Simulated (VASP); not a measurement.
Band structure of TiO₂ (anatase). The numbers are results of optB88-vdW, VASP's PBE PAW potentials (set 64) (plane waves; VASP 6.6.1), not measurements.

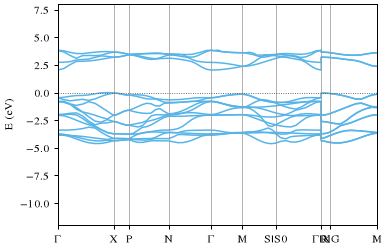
*Bands along high-symmetry lines, zero at the valence-band maximum or, without a gap, the Fermi level*

**Question.** Read the plot: is there a gap, and where are the band edges?

**Answer.** The gap is indirect, 2.04 eV, from the valence maximum at Γ-X at 0.89 to the conduction minimum at Γ. (Edges off the drawn lines would not show.)

The compound is TiO2 in the anatase structure, one of several forms; rutile is the usual stable one. It was relaxed first.
